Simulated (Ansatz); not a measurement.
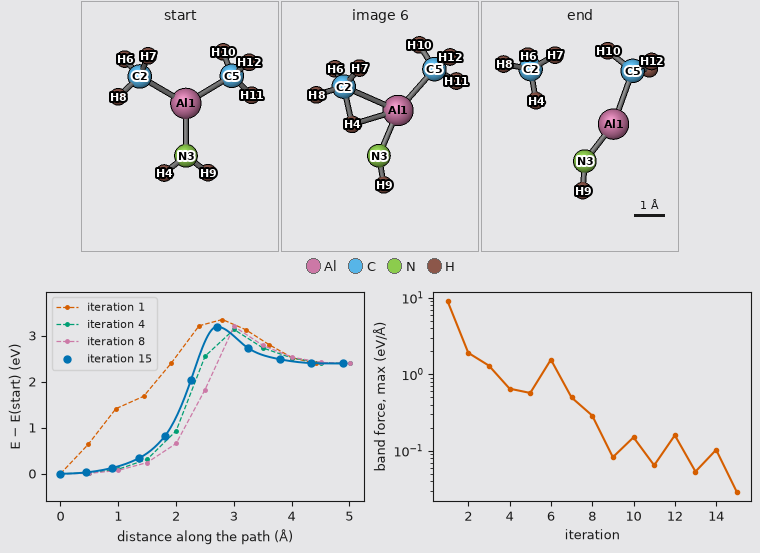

A search for the minimum-energy path of C2H8AlN by the nudged elastic band. Images are numbered from 0 (start) to 10 (end). The plot follows the band through its iterations. A ball-and-stick model, seen at a tilt.

Theory: UKS B3LYP-D4/6-31G* in Ansatz 0.2.0. Run with 9 movable images; climbing image; force threshold 0.05 eV/Å; iteration limit 20; starting path through a guess of the saddle point.

**Did the band converge, and can the barrier be trusted?**

The result is final at these settings. The band converged in 15 iterations. The largest component of the band force went from 9 to 0.029 eV/Å. The climbing image converged on the top of the path. Its vibrational analysis gives one imaginary mode (1415i cm⁻¹), as a transition state must have. The first iteration put the highest image at 3.35 eV. The highest point, image 6, lies 3.19 eV above the start and 0.80 eV above the end; the end is at +2.39 eV relative to the start.

The run took 13 min on 2 threads of AMD EPYC 7571 (shared host), peak memory 0.24 GiB.
